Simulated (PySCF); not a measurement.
C4H5BO3S, SMILES OB(O)c1ccc(O)s1 at its GFN2-xTB optimised geometry (Å):

```
14

O      2.5032    -1.5728    -0.0002
B      1.1460    -1.6922    -0.0005
O      0.6090    -2.9321    -0.0023
C      0.1688    -0.4788     0.0000
C     -1.1965    -0.4788     0.0000
C     -1.7965     0.7961     0.0000
C     -0.8747     1.7987    -0.0001
O     -1.1332     3.1204     0.0003
S      0.7462     1.1760     0.0007
H      2.8551    -0.6841    -0.0009
H      1.2660    -3.6295    -0.0031
H     -1.7539    -1.3978     0.0001
H     -2.8551     0.9757     0.0000
H     -0.3149     3.6295    -0.0037
```

Level of theory: PBE0/def2-TZVP in PySCF. Cells within 0.4 Å of a nucleus heavier than hydrogen are left out (blank, or x).

Map of the electron localisation function on the plane z = 0.0 Å:

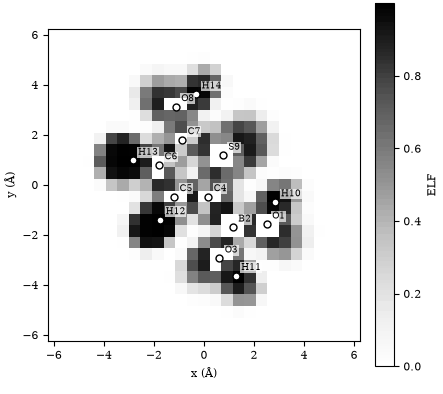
*Electron localisation function on the plane z = 0.0 Å.*
